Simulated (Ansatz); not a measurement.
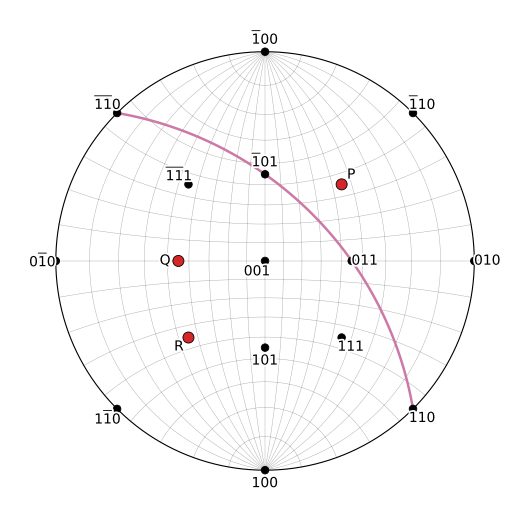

For BeH8, the end point of a relaxation with DFT PBE, scalar-relativistic, plane waves, PAW in Ansatz; the starting structure was generated, so it need not be a known form of this composition: stereographic projection of plane normals (upper hemisphere) centred on (0 0 1). The drawing is computed from the coordinates (standard cell, symmetry found to 0.002 Å).

a = 5.602 Å, b = 5.602 Å, c = 5.602 Å, α = 90.00°, β = 90.00°, γ = 90.00°.

Index the poles marked P, Q, R.

Answer. P is (−1 1 1), 54.7° from the centre; Q is (0 −1 1), 45.0° from the centre; R is (1 −1 1), 54.7° from the centre.

Which zone does the coloured great circle trace?

Answer. The zone [1 −1 1]: its poles satisfy h − k + l = 0.

What is the angle between the normals of (0 0 1) and (−1 0 1), and what are their d_hkl = 1/|g|?

Answer. 45.0°; d = 5.602 Å and 3.961 Å.
